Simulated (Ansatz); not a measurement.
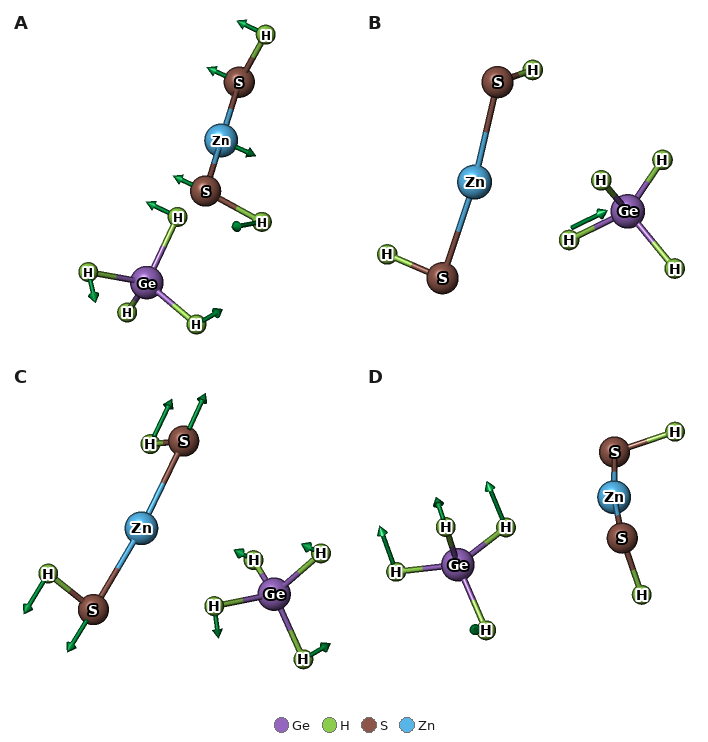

4 normal modes of one molecule or complex, as arrows. Harmonic vibrations computed with RKS PBE0-D4/def2-TZVP (Ansatz 0.2.0) at a stationary point of the same level.

Question: Match the panels to the wavenumbers 100 cm⁻¹, 329 cm⁻¹, 818 cm⁻¹, 2097 cm⁻¹.

Answer: A: 100 cm⁻¹
B: 2097 cm⁻¹, Ge–H stretching
C: 329 cm⁻¹, in-phase stretching of 2 Zn–S bonds
D: 818 cm⁻¹, H–Ge–H bending
